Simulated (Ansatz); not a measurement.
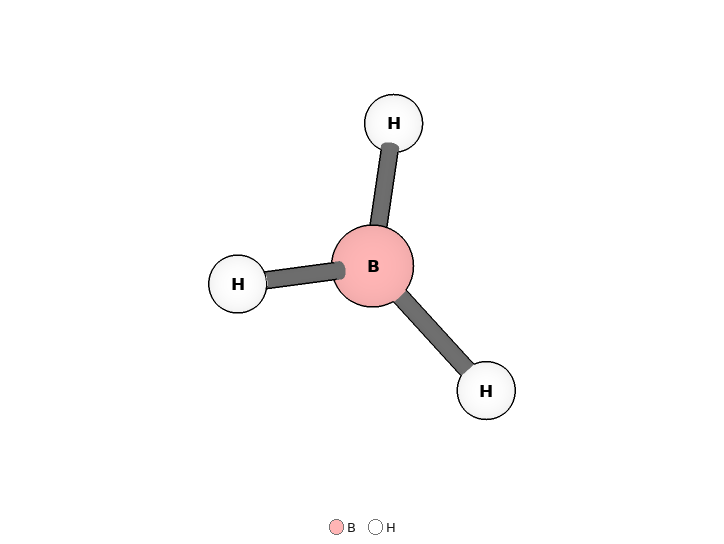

A ball-and-stick model of a molecule.

Computed geometry: PBE0-D4/def2-TZVP optimisation.

Which formula does it have?

Answer. BH3, 4 atoms: 1 boron and 3 hydrogen.

Count the bonded pairs by element.

Answer. 3 B–H. Sticks follow a distance rule.

How many atoms are distinct by symmetry?

Answer. 2: 1 B, 3 H.

What is the point group of this geometry?

Answer. D3h.

More results for the same structure follow; atom numbers are the same in all pictures, views and colours differ.

### Charges

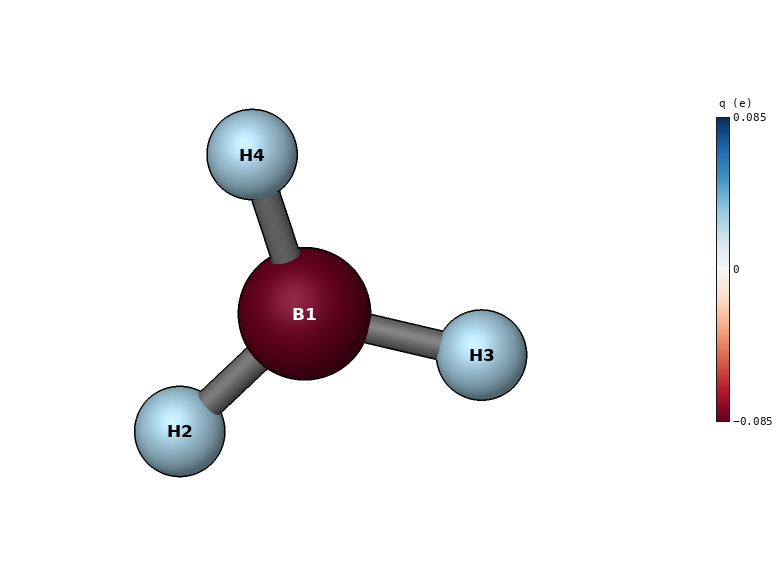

Atoms are coloured by their Mulliken charges. Level of theory: RKS PBE0-D4/def2-TZVP (Ansatz 0.2.0).

Give the Mulliken charges atom by atom.

| atom | value (e) |
| --- | --- |
| B1 | −0.08 |
| H2 | 0.03 |
| H3 | 0.03 |
| H4 | 0.03 |

### Thermal motion

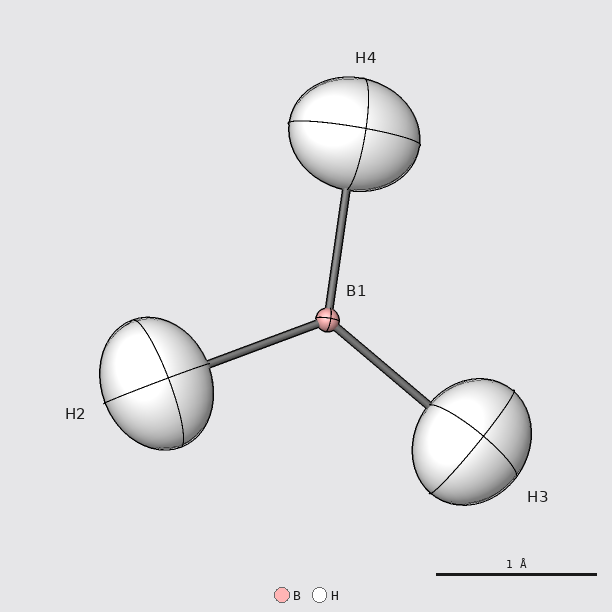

Displacement ellipsoids at the 50 % level, enlarged 3 times, from the internal vibrations of the free molecule (harmonic, no overall translation or rotation; no half-axis is drawn under 0.075 Å). Vibrations computed with RKS PBE0-D4/def2-TZVP (Ansatz 0.2.0). Temperature: 100 K.

List U_eq and the three principal root-mean-square amplitudes for each kind of atom.

```csv
atom,U_eq (Å²),rms amplitudes (Å)
B1,0.00023,"0.014, 0.014, 0.017"
"H2, H3, H4",0.0060,"0.062, 0.077, 0.091"
```

### Electronic properties

Level of theory: RKS PBE0-D4/def2-TZVPP (Ansatz 0.2.0).

Computed properties:

- HOMO energy (Kohn–Sham orbital): −9.92 eV
- LUMO energy (Kohn–Sham orbital): −1.96 eV
- HOMO–LUMO gap: 7.96 eV

Mulliken values depend strongly on the basis set and can even reverse the polarity of a bond.
